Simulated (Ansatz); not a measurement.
**Two runs on HBr**

System: HBr.
Method of run A: RHF-CCSD(T), frozen core/def2-TZVPPD (Ansatz 0.2.0).

The geometry comes from this level: PBE0-D4/def2-TZVP. Text and figures count atoms from 1; the logs count them from 0 in places.

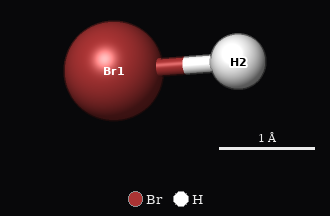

Figure 1. The structure as given in the input (ball-and-stick view, seen at a tilt; atoms are numbered from 1 in the order of the input). Bond lengths as drawn: Br–H 1.42 Å.

Input, run A:
```yaml
crystal:
  periodic: [false, false, false]
  atoms:
    - {symbol: Br, position_ang: [0.162693, -0.247287, -2.535742]}
    - {symbol: H, position_ang: [0.071536, -0.108528, -1.124929]}
basis:
  gaussian: {orbitals: "def2-TZVPPD.json"}
correlation: {method: ccsd_t}
```

Hardware: 2 CPU threads, shared host.

Output (run A):
```
Functional definition: HF
  exchange = exact_x
  correlation = 0
448 factors; integrals over basis functions are off by at most 1.5e-3 eV
mean field evaluation 1: about -70014.5570 eV, gradient 9.3e0 eV
mean field evaluation 2: about -70014.5764 eV, gradient 9.4e0 eV
mean field evaluation 4: about -70014.9512 eV, gradient 1.2e0 eV
mean field evaluation 8: about -70014.9585 eV, gradient 7.5e-5 eV
mean field evaluation 16: about -70014.9212 eV, gradient 1.1e0 eV
mean field -70014.95852807 eV, -2573.0022680632 hartree, gradient 1.7e-6 eV, S^2 0.000000; 0 other end points of the search recorded, 0 dependent functions left out
9 core orbitals not correlated: weight in the atoms' cores, before any rotation towards them, 1.000 or more for the frozen orbitals, at most 0.000 for the correlated occupied ones
reference -70014.95852807 eV, -2573.0022680632 hartree; 9, 9 occupied and 56, 56 virtual orbitals, 448 factors
second order -7.87999958 eV of doubles, -0.00000000 eV of singles
cycle   1  -7.96291183 eV  change   -8.3e-2 eV  update   4.5e-2
cycle   2  -8.14824881 eV  change   -1.9e-1 eV  update   1.2e-2
cycle   3  -8.15038287 eV  change   -2.1e-3 eV  update   3.8e-3
cycle   4  -8.14977566 eV  change    6.1e-4 eV  update   8.9e-4
cycle   5  -8.14985662 eV  change   -8.1e-5 eV  update   1.9e-4
cycle   6  -8.14975886 eV  change    9.8e-5 eV  update   5.0e-5
cycle   7  -8.14975603 eV  change    2.8e-6 eV  update   1.3e-5
perturbative correction -0.24559995 eV, -0.0090256318 hartree
Total energy: -70023.35388406 eV, -2573.3107917051 hartree
```

The input of run B differs as follows (lines with − go, lines with + come):
```diff
-    - {symbol: Br, position_ang: [0.162693, -0.247287, -2.535742]}
-    - {symbol: H, position_ang: [0.071536, -0.108528, -1.124929]}
+    - {symbol: Br, position_ang: [0.162737, -0.247354, -2.536420]}
+    - {symbol: H, position_ang: [0.071492, -0.108461, -1.124251]}
```

Predict how the results change.

The energy is the same within 0.01 kcal/mol.

Output (run B):
```
Functional definition: HF
  exchange = exact_x
  correlation = 0
448 factors; integrals over basis functions are off by at most 1.5e-3 eV
mean field evaluation 1: about -70014.5559 eV, gradient 9.3e0 eV
mean field evaluation 2: about -70014.5753 eV, gradient 9.4e0 eV
mean field evaluation 4: about -70014.9507 eV, gradient 1.2e0 eV
mean field evaluation 8: about -70014.9580 eV, gradient 7.6e-5 eV
mean field evaluation 16: about -70014.9206 eV, gradient 1.1e0 eV
mean field -70014.95799760 eV, -2573.0022485689 hartree, gradient 1.7e-6 eV, S^2 0.000000; 0 other end points of the search recorded, 0 dependent functions left out
9 core orbitals not correlated: weight in the atoms' cores, before any rotation towards them, 1.000 or more for the frozen orbitals, at most 0.000 for the correlated occupied ones
reference -70014.95799760 eV, -2573.0022485689 hartree; 9, 9 occupied and 56, 56 virtual orbitals, 448 factors
second order -7.88007202 eV of doubles, -0.00000000 eV of singles
cycle   1  -7.96303218 eV  change   -8.3e-2 eV  update   4.5e-2
cycle   2  -8.14848610 eV  change   -1.9e-1 eV  update   1.2e-2
cycle   3  -8.15063382 eV  change   -2.1e-3 eV  update   3.9e-3
cycle   4  -8.15002674 eV  change    6.1e-4 eV  update   8.9e-4
cycle   5  -8.15010906 eV  change   -8.2e-5 eV  update   1.9e-4
cycle   6  -8.15001137 eV  change    9.8e-5 eV  update   5.0e-5
cycle   7  -8.15000870 eV  change    2.7e-6 eV  update   1.3e-5
perturbative correction -0.24567315 eV, -0.0090283216 hartree
Total energy: -70023.35367945 eV, -2573.3107841860 hartree
```

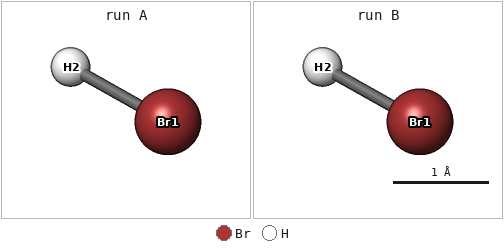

Figure 2. The two input geometries at one scale (ball-and-stick view, seen at an oblique angle). No atom moves by more than 0.005 Å after the best rigid fit.

The two runs side by side:

| quantity | run A | run B |
| --- | --- | --- |
| outcome | converged | converged |
| total energy (hartree) | −2573.310792 | −2573.310784 |
| basis functions | 74 | 74 |
| wall time (shared host) | 0.7 s | 0.85 s |
